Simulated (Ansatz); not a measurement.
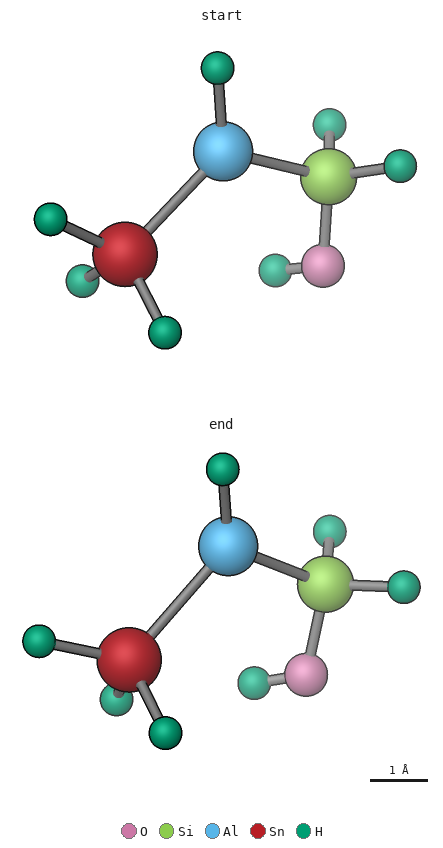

The structure of AlSnSiH7O (coarse preliminary run) before (top) and after (bottom) a relaxation, at one scale.

Style: ball-and-stick. Shown at a tilt.

The start comes from a force field.

These are results of Ansatz, RKS PBE-D4/def2-SVP, not measurements. Settings: force threshold 0.03 eV/Å; at most 200 steps.

Question: Summarise the run.

Answer: An H atom moves most after the best rigid fit: 0.63 Å. Largest moves by element: H 0.63 Å, Al 0.34 Å, O 0.30 Å, Sn 0.12 Å, Si 0.09 Å. Near-neighbour distances that change, for instance: Al–Sn 2.562 → 2.675 Å, Al–Si 2.359 → 2.472 Å, H–Sn 1.827 → 1.744 Å, O–Si 1.658 → 1.700 Å. Bond angles that change, for instance: Si–Al–Sn 120.7° → 107.5°, Si–Al–H 117.9° → 128.6°, Al–Sn–H 111.3° → 119.0°. Groups turn about Al–Sn by about 20°. After 13 geometry steps the energy has fallen by 33.2 kJ/mol. Largest force component: 2.4 eV/Å at the start, 0.025 eV/Å at the end.
